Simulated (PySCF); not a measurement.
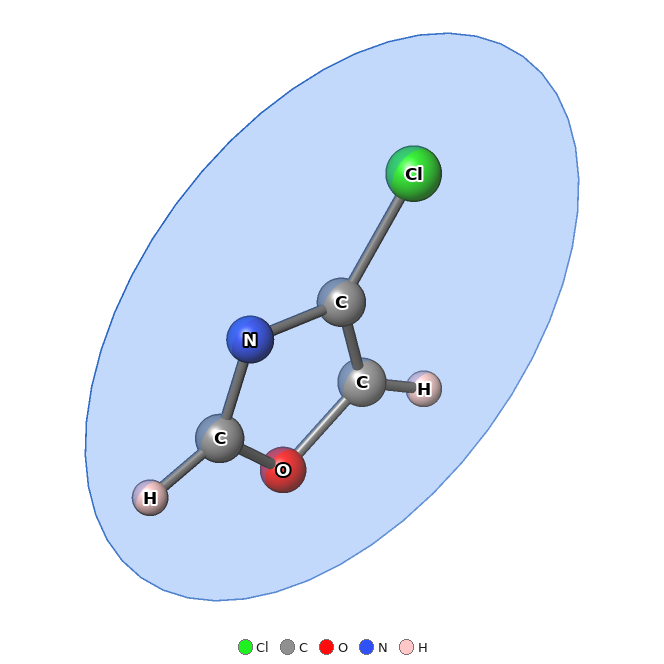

All proper rotation axes (lines) and mirror planes (discs) of the structure are drawn in. Atoms fade into the background with distance from the viewer. The geometry was computed by an optimisation with PBE0-D3(BJ)/def2-SVP. No frequency run is at hand to confirm it as a minimum.

Name the symmetry elements and the point group.

It has 1 mirror plane. Point group Cs. The group has 2 operations. The geometry is achiral, and symmetry allows a dipole moment.
